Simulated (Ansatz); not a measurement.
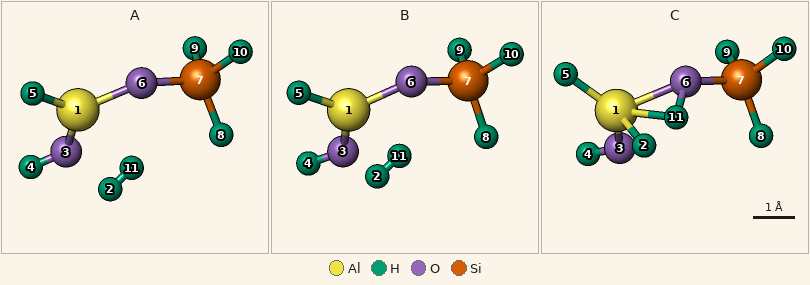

3 geometries from a converged minimum-energy path of AlSiH7O2, shuffled. A ball-and-stick model, seen from a free direction.

Theory: RKS PBE0-D4/6-31G* (Ansatz). Set-up: 7 movable images; climbing image; force threshold 0.05 eV/Å; iteration limit 60; starting path through a guess of the saddle point.

Q: Which of them lies highest in energy?

A: C. In order along the path, whose images run from 0 to 8: C (image 4, +0.90 eV), B (image 6, −0.18 eV), A (image 7, −0.24 eV). Breaking: Al1–H2 (1.60 → 1.77 at the top → 2.85 Å), O3–Si7 (2.06 → 3.51 at the top → 3.94 Å), O6–H11 (0.96 → 1.20 at the top → 2.80 Å). Forming: H2–H11 (3.51 → 1.10 at the top → 0.75 Å).
